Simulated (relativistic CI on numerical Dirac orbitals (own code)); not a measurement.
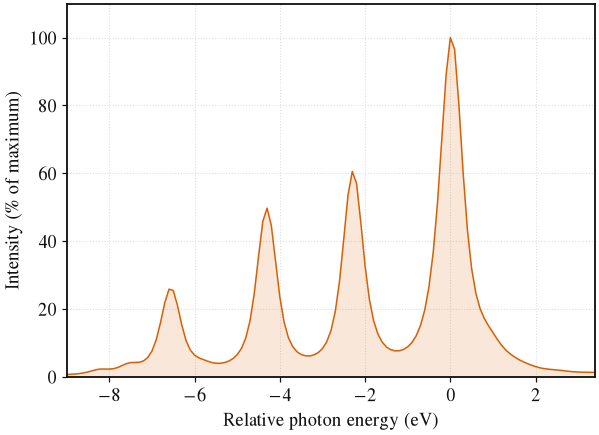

L₂,₃ X-ray absorption of nominal Sc³⁺ (d⁰) with Δ = 6, U_dd = 3.8, U_pd = 4.7, 10Dq = 1.7 (ligand 0.6), V(eg) = 2.85, V(t2g) = −1.44 eV, final-state hopping scaled by 0.9. Charge-transfer multiplet model of a cubic metal–ligand cluster, up to 2 ligand holes (L), atomic integrals computed for Dirac–Coulomb–Breit ions and scaled by 0.9, 300 K, Voigt broadening (Lorentzian 0.4 eV, Gaussian 0.3 eV). Energies are counted from the highest peak in the lower part of the range.

Q: What does the figure show?

A: The main maxima lie at −6.6 eV (26), −4.3 eV (50), −2.3 eV (61) and 0.0 eV (100), heights in % of the largest. The ground state is 56 % d⁰, 38 % d¹L and 6 % d²L², with 0.50 d electrons and S = 0.00.
